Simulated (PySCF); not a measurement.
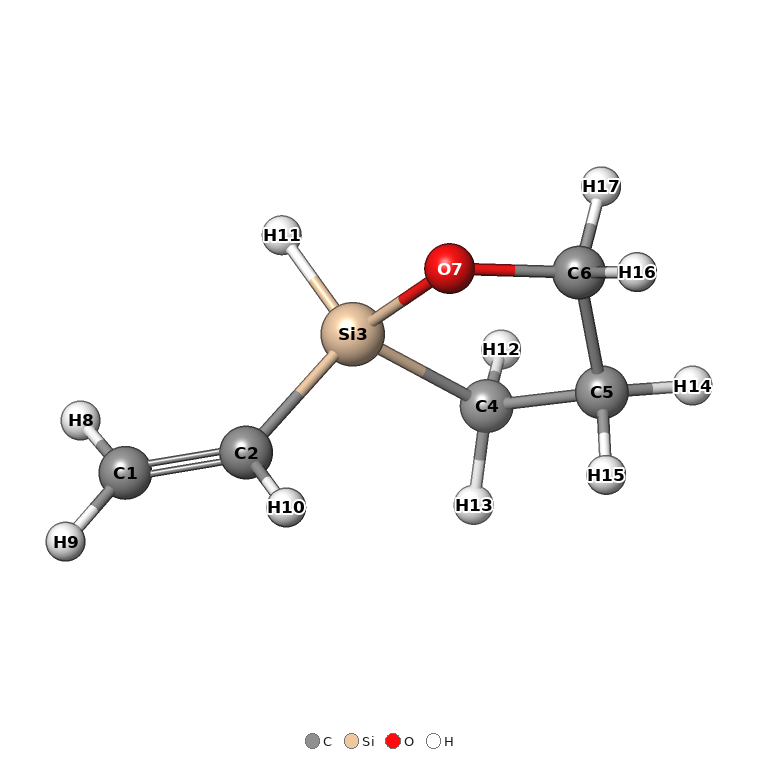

The geometry was computed by an optimisation with GFN2-xTB. No frequency run is at hand to confirm it as a minimum. Electric field gradients from the ground-state density, PBE0/pcSseg-1 (PySCF 2.14.0), non-relativistic apart from any core potentials.

Give the largest field-gradient component, the quadrupole coupling constant and the asymmetry for 17O at O7 (Q = −25.6 mb), 2H at H8 (Q = 2.86 mb), 2H at H9 (Q = 2.86 mb), 2H at H10 (Q = 2.86 mb), 2H at H11 (Q = 2.86 mb).

| atom | V_zz (a.u.) | e²qQ/h (MHz) | η |
| --- | --- | --- | --- |
| O7 | 1.687 | −10.15 | 0.40 |
| H8 | 0.333 | 0.224 | 0.05 |
| H9 | 0.332 | 0.223 | 0.03 |
| H10 | 0.326 | 0.219 | 0.03 |
| H11 | 0.159 | 0.107 | 0.02 |

The geometry is semi-empirical. Around Si such bond lengths and angles can be off by a tenth of an ångström or more and by several degrees, and values that hang on the shape move with them.
